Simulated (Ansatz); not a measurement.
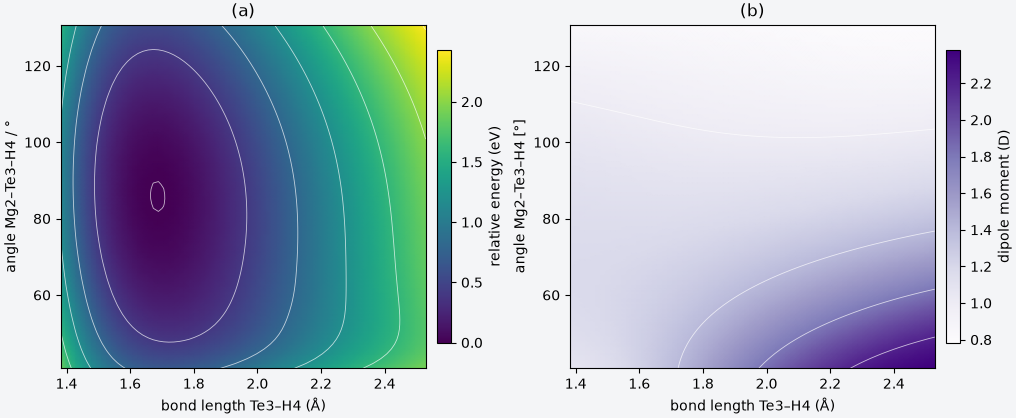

BrHMgTe, SMILES [Br][Mg][TeH]. The first coordinate is: bond length Te3–H4; the second: angle Mg2–Te3–H4. Nothing is relaxed (all other coordinates rigid). Grid: 15 × 15 points. Energies: eV, counted from the lowest grid point. The reference is spin-restricted, which grows unreliable where a bond is stretched far. Theory: RKS PBE-D4/def2-SVP in Ansatz 0.2.0.

Panel (a) is the energy and panel (b) the computed dipole moment on the same grid.

In the figure: a smooth colour map with a few white contour lines. Between grid points the surface is interpolated.

Q: How does the dipole moment vary over the map, and what is it at the lowest grid point?

A: Leaving out the highest fifth of the energies, it runs from 0.80 D at bond length Te3–H4 = 2.119 Å, angle Mg2–Te3–H4 = 130.8° to 2.22 D at bond length Te3–H4 = 2.283 Å, angle Mg2–Te3–H4 = 40.8°. At the lowest grid point, bond length Te3–H4 = 1.710 Å, angle Mg2–Te3–H4 = 85.8°, it is 1.12 D.
